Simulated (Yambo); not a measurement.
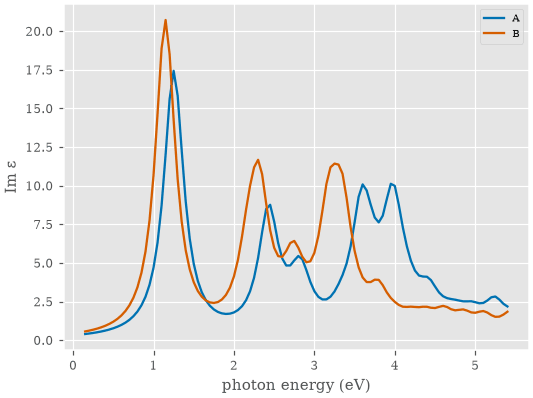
Fig. 1. Two computed absorption spectra of CsPbBr₃ (cubic perovskite, space group Pm-3m, No. 221) (Yambo, PBEsol bands with the same scissor, field along x)

### Question
Which curve includes the electron-hole attraction (BSE)?

### Answer
Curve B: the attraction moves weight to lower energy (centre of the plotted range 2.5 eV against 2.8 eV). Settings: 4×4×4 mesh, 18 valence and 6 conduction bands, static screening with 200 bands and a 3 Ry block, scissor 0.87 eV, Tamm-Dancoff. The scissor comes from a G0W0 run whose convergence isn't established. Broadening 0.15 eV. The band window holds all transitions up to 5.4 eV. On this mesh the peak heights and the fine structure are mesh artefacts; only the shift of weight is robust.

The standard potential for Pb keeps a d shell in the valence without the s and p states of that shell. In tests on such compounds this moved G0W0 gaps by up to about 0.9 eV, so absolute quasiparticle energies here are unreliable; differences between settings are what counts.

Spin-orbit coupling is included.

Geometry of the Materials Project entry, not relaxed at this level; primitive cell a = b = c = 5.949 Å, α = β = γ = 90.00°.
